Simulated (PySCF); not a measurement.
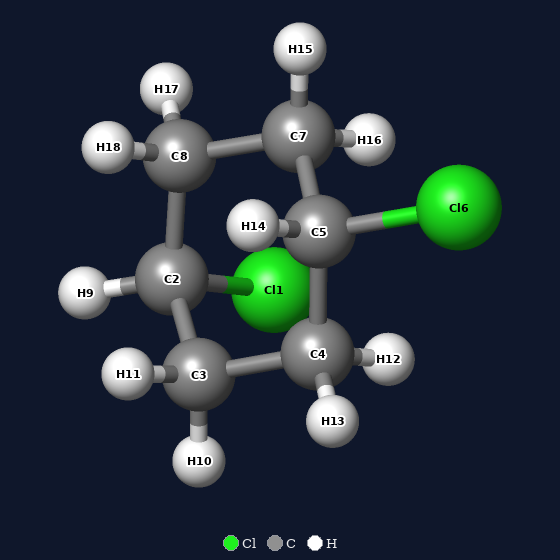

The molecule: C₆H₁₀Cl₂, SMILES Cl[C@H]1CC[C@@H](Cl)CC1.

GIAO shifts, PBE0/pcSseg-1, PySCF, at a GFN2-xTB geometry (no frequency check), against TMS for ¹³C and HCl for ³⁵Cl computed at the same level (Cl: the usual scale starts at aqueous chloride instead). Gas phase, fully decoupled, line heights follow the number of nuclei, widths are arbitrary (no quadrupolar broadening); values of one conformer, averaged over nuclei that symmetry, rotation about single bonds or ring flips exchange, these motions taken as fast; other conformers aren't averaged in.

Q: How many ¹³C lines appear, and where?

A: 2 signals.


| δ (ppm) | nuclei | atoms |
| --- | --- | --- |
| 63.0 | 2 | C2, C5 |
| 36.1 | 4 | C3, C4, C7, C8 |

Q: Predict the ³⁵Cl spectrum.

A: 1 signal.


| δ (ppm) | nuclei | atoms |
| --- | --- | --- |
| 166.0 | 2 | Cl1, Cl6 |

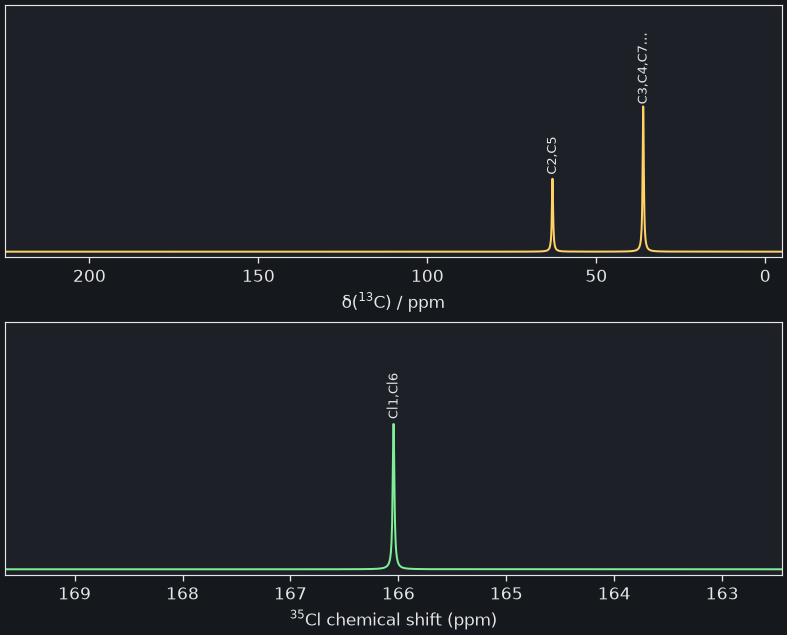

Caveats: the tight-binding geometry is rougher than a DFT one and adds to the error.
